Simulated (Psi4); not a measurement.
# BSiH3ClO (SMILES [SiH3]O[B]Cl): UHF/cc-pVDZ

Aim: the vertical ionisation energy of BSiH3ClO at UHF/cc-pVDZ, from 2 runs. 

The results are computed with Psi4 1.11.

**1. The molecule**

BSiH3ClO: 7 atoms, total charge 0, spin state doublet. As SMILES, `[SiH3]O[B]Cl`. Geometry: relaxed at PBE0-D4/def2-TZVP. This is one conformer, not always the lowest.

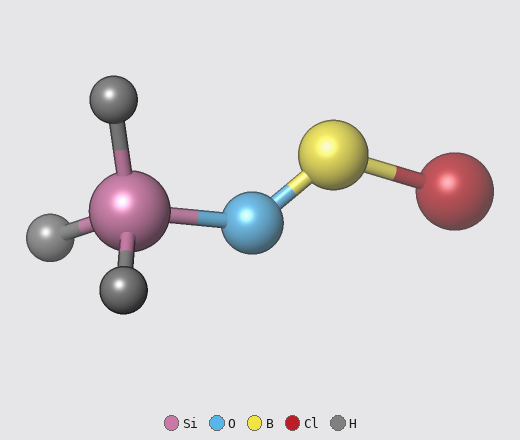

Viewed from a chosen angle; silicon pink, oxygen blue, boron yellow, chlorine red, hydrogen grey.

**2. Energy and forces at UHF/cc-pVDZ**

File job.py:

```python
import psi4

psi4.set_memory(2200000000)
psi4.set_num_threads(1)
psi4.core.set_output_file('output.dat', False)

molecule = psi4.geometry("""
0 2
Si    -1.08281307     1.46529364     0.70826935
O      0.08484870    -1.22529842    -0.44144002
B      2.37387396    -1.96928359    -1.12741061
Cl     3.03301043    -4.98282985    -2.30376512
H     -2.27012799     0.86322689     3.16736996
H      0.97434279     3.33839017     1.02271978
H     -2.99767255     2.38181081    -1.11191485
units bohr
symmetry c1
""")

psi4.set_options({
    'basis': 'cc-pVDZ',
    'reference': 'uhf',
    'puream': True,
    'e_convergence': 1e-09,
    'd_convergence': 1e-08,
    'scf_type': 'pk',
    'maxiter': 100,
})

e, wfn = psi4.gradient("hf", return_wfn=True)
psi4.oeprop(wfn, "WIBERG_LOWDIN_INDICES", "DIPOLE", "QUADRUPOLE")
print('gradient / Eh bohr^-1')
print(e.np.round(6))
print(f'energy = {wfn.energy():.10f} Eh')
```

Command:

```console
python job.py
```

output.dat (excerpt; [...] marks lines left out):

```text
[...]
  Running in c1 symmetry.
[...]
  Nuclear repulsion =  174.532066936539962
[...]
  Multiplicity = 2
[...]
  Nalpha       = 24
  Nbeta        = 23
[...]
    Number of basis functions: 79
[...]
   @UHF iter   1:  -849.71243406331791   -7.20464e-01   5.10333e-03 ADIIS/DIIS
[...]
   @UHF iter  14:  -849.80098784246934   -3.63798e-12   4.83363e-09 DIIS
[...]
   @S^2 Observed:                7.543569332E-01
[...]
    Orbital Energies [Eh]
    ---------------------
    Alpha Occupied:
       1A   -104.827577     2A    -68.836478     3A    -20.598036
       4A    -10.556477     5A     -8.025122     6A     -8.020767
       7A     -8.020598     8A     -7.712227     9A     -6.181323
      10A     -4.288764    11A     -4.287023    12A     -4.286914
      13A     -1.400560    14A     -1.114030    15A     -0.821190
      16A     -0.686296    17A     -0.632503    18A     -0.605932
      19A     -0.602567    20A     -0.497987    21A     -0.495261
      22A     -0.474643    23A     -0.464401    24A     -0.346341
    Alpha Virtual:
      25A      0.116480    26A      0.133685    27A      0.184597
[...]
  @UHF Final Energy:  -849.80098784246934
   => Energetics <=
    Nuclear Repulsion Energy =            174.5320669365399624
    One-Electron Energy =               -1521.6021159677138712
    Two-Electron Energy =                 497.2690611887046543
    Total Energy =                       -849.8009878424693397
  UHF NO Occupations:
  HONO-2 :   22  A 1.9993009
  HONO-1 :   23  A 1.9988536
[...]
  -Total Gradient:
     Atom            X                  Y                   Z
    ------   -----------------  -----------------  -----------------
       1        0.008302126049    -0.013376076591    -0.006248292451
       2       -0.006685279160     0.013325275141     0.005909669648
       3        0.000026643620    -0.009472514564    -0.003322789098
       4       -0.001591102747     0.010607286121     0.003998763915
       5       -0.000122981994    -0.000733812055     0.000113013001
       6        0.000297623976     0.000141874321     0.000008309800
       7       -0.000227029732    -0.000492032363    -0.000458674829
[...]
 Multipole Moments:
 ------------------------------------------------------------------------------------
     Multipole            Electronic (a.u.)      Nuclear  (a.u.)        Total (a.u.)
 ------------------------------------------------------------------------------------
 L = 1.  Multiply by 2.5417464519 to convert [e a0] to [Debye]
 Dipole X            :          4.9831595           -5.3556156           -0.3724562
 Dipole Y            :         -6.8201600            7.6142246            0.7940646
 Dipole Z            :         -3.2993827            3.6447657            0.3453830
 Magnitude           :                                                    0.9426301
 L = 2.  Multiply by 1.3450342976 to convert [e a0^2] to [Debye ang]
 Quadrupole XX       :       -203.9685737          174.3036398          -29.6649339
 Quadrupole XY       :        235.8579568         -236.6467358           -0.7887790
[...]
```

The script printed:

```text
gradient / Eh bohr^-1
[[ 8.3020e-03 -1.3376e-02 -6.2480e-03]
 [-6.6850e-03  1.3325e-02  5.9100e-03]
 [ 2.7000e-05 -9.4730e-03 -3.3230e-03]
 [-1.5910e-03  1.0607e-02  3.9990e-03]
 [-1.2300e-04 -7.3400e-04  1.1300e-04]
 [ 2.9800e-04  1.4200e-04  8.0000e-06]
 [-2.2700e-04 -4.9200e-04 -4.5900e-04]]
energy = -849.8009878425 Eh
```

Wall time 19 s (1 thread of Intel Xeon 6975P-C (Granite Rapids), shared host); peak memory 0.34 GiB.

**3. The singlet cation at the same level**

File run.py:

```python
import psi4

psi4.set_memory('2200 MB')
psi4.set_num_threads(1)
psi4.core.set_output_file('psi4.out', False)

molecule = psi4.geometry("""
1 1
Si    -0.573000     0.775400     0.374800
O      0.044900    -0.648400    -0.233600
B      1.256200    -1.042100    -0.596600
Cl     1.605000    -2.636800    -1.219100
H     -1.201300     0.456800     1.676100
H      0.515600     1.766600     0.541200
H     -1.586300     1.260400    -0.588400
symmetry c1
""")

psi4.set_options(dict(basis='cc-pVDZ', puream=True, e_convergence=1e-09, d_convergence=1e-08, scf_type='pk'))

result, w = psi4.gradient("hf", return_wfn=True)
psi4.oeprop(w, "DIPOLE", "MAYER_INDICES", "MULLIKEN_CHARGES")
print('gradient / Eh bohr^-1')
print(result.np.round(6))
print(f'energy = {w.energy():.10f} Eh')
```

Command:

```console
python run.py
```

psi4.out (excerpt; [...] marks lines left out):

```text
[...]
  Running in c1 symmetry.
[...]
  Nuclear repulsion =  174.532067006571907
[...]
  Multiplicity = 1
[...]
  Nalpha       = 23
  Nbeta        = 23
[...]
    Number of basis functions: 79
[...]
   @RHF iter   1:  -849.37646628250275   -3.84496e-01   5.64415e-03 DIIS/ADIIS
[...]
   @RHF iter  13:  -849.49830583854566   -3.06954e-12   3.74519e-09 DIIS
[...]
  @RHF Final Energy:  -849.49830583854566
   => Energetics <=
    Nuclear Repulsion Energy =            174.5320670065719071
    One-Electron Energy =               -1510.5106849252697430
    Two-Electron Energy =                 486.4803120801522027
    Total Energy =                       -849.4983058385456616
[...]
  -Total Gradient:
     Atom            X                  Y                   Z
    ------   -----------------  -----------------  -----------------
       1        0.047406475661    -0.068160050096    -0.032501951939
       2       -0.125277505916     0.026275278751     0.032414795438
       3        0.115275718423     0.076513971412     0.005279197575
       4       -0.024589920266    -0.049836520095    -0.012862373718
       5       -0.004397478214     0.003763168063     0.003265641035
       6       -0.003658858929     0.006916881481     0.003106444525
       7       -0.004758430758     0.004527270486     0.001298247081
[...]
 Multipole Moments:
 ------------------------------------------------------------------------------------
     Multipole            Electronic (a.u.)      Nuclear  (a.u.)        Total (a.u.)
 ------------------------------------------------------------------------------------
 L = 1.  Multiply by 2.5417464519 to convert [e a0] to [Debye]
 Dipole X            :          6.1854812           -5.3556156            0.8298656
 Dipole Y            :         -6.9691092            7.6142246            0.6451153
 Dipole Z            :         -3.5736443            3.6447657            0.0711214
 Magnitude           :                                                    1.0535221
[...]
```

Standard output:

```text
gradient / Eh bohr^-1
[[ 0.047406 -0.06816  -0.032502]
 [-0.125278  0.026275  0.032415]
 [ 0.115276  0.076514  0.005279]
 [-0.02459  -0.049837 -0.012862]
 [-0.004397  0.003763  0.003266]
 [-0.003659  0.006917  0.003106]
 [-0.004758  0.004527  0.001298]]
energy = -849.4983058385 Eh
```

It took 20 s on 1 thread of Intel Xeon 6975P-C (Granite Rapids), shared host; peak memory 0.34 GiB.

**4. Summary of results**

Level: UHF/cc-pVDZ.

```
                                            quantity          value
                      doublet BSiH3ClO: total energy  -849.80099 Eh
                     doublet BSiH3ClO: dipole moment         2.40 D
doublet BSiH3ClO: HOMO energy (highest over α and β)       -9.42 eV
 doublet BSiH3ClO: LUMO energy (lowest over α and β)        2.56 eV
                              doublet BSiH3ClO: ⟨S²⟩          0.754
          doublet BSiH3ClO: largest force on an atom     0.871 eV/Å
                        singlet cation: total energy  -849.49831 Eh
                         singlet cation: HOMO energy      -17.69 eV
                         singlet cation: LUMO energy       -6.93 eV
                       singlet cation: HOMO–LUMO gap       10.76 eV
            singlet cation: largest force on an atom     7.120 eV/Å
  vertical ionisation energy (to the singlet cation)       8.236 eV
```

**Reading.** The vertical ionisation energy comes to 8.24 eV (795 kJ/mol). The largest force (doublet BSiH3ClO) is 0.87 eV/Å: the shape isn't a stationary point for this species at this level. Only the singlet of the ionised species was computed; a triplet could lie lower. Mulliken charges (singlet cation) run from -0.31 on O2 to +0.68 on Si1.
